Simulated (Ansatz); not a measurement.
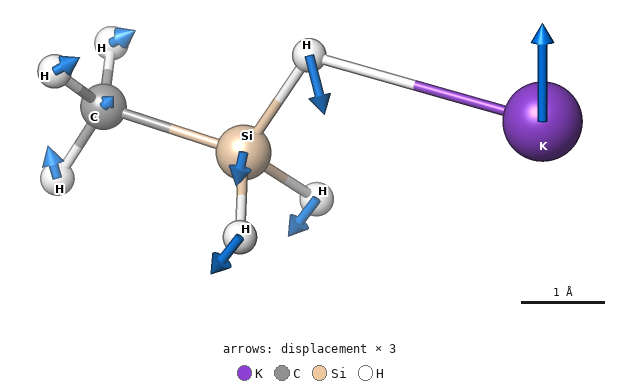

This is a relaxation of CH6KSi (charge +1). The starting structure is drawn; blue arrows show the displacements, magnified 3 times. The two geometries are superimposed by the best rigid fit.

Style: ball-and-stick. Shown at a tilt.

All numbers below come from Ansatz 0.2.0, RKS PBE0-D4/def2-TZVP.

The input:
```yaml
crystal:
  periodic: [false, false, false]
  atoms:
    - {symbol: K, position_ang: [2.083691, 0.949179, -3.554911]}
    - {symbol: C, position_ang: [-0.975596, -0.445875, 1.085859]}
    - {symbol: Si, position_ang: [0.358678, 0.165024, -0.079706]}
    - {symbol: H, position_ang: [-0.655144, -0.298068, 2.136867]}
    - {symbol: H, position_ang: [-1.169135, -1.525179, 0.927133]}
    - {symbol: H, position_ang: [-1.919589, 0.111613, 0.925755]}
    - {symbol: H, position_ang: [0.658831, 1.637504, 0.047805]}
    - {symbol: H, position_ang: [-0.051814, -0.025229, -1.537786]}
    - {symbol: H, position_ang: [1.669879, -0.568969, 0.049184]}
basis:
  gaussian: {orbitals: def2-TZVP}
total_charge: 1
hamiltonian: {xc: pbe0, dispersion: d4}
relax: {f_tol: 0.005, max_steps: 200}
```

Command:
```bash
ansatz run in.yaml --threads 4 --pin off --events-out ev --progress --plain --max-ram 9574MiB
```

Atoms of which element are displaced furthest, and by how much?

Potassium: up to 0.40 Å, against 0.25 Å for hydrogen.

What did the optimiser do to the structure, and how much energy did it gain?

Over 13 accepted moves (14 points after the start) the energy falls by 0.029 eV. The largest force component goes from 0.53 to 0.0047 eV/Å. The line search rejected the trial step at point 6 of the run. The largest move after the best rigid fit is that of K1, 0.40 Å. By element the largest moves are K 0.40 Å, H 0.25 Å, Si 0.15 Å, C 0.07 Å. Some distances before and after: K1–H8 3.095 → 2.965 Å, Si3–H7 1.508 → 1.487 Å, C2–Si3 1.874 → 1.856 Å, C2–H4 1.109 → 1.092 Å. The run took 25 s on 4 threads of Arm Neoverse V2 (shared host).

Limits of the set-up: the start holds two separate molecules, 3.1 Å apart at their closest, whose relative position is a soft coordinate.
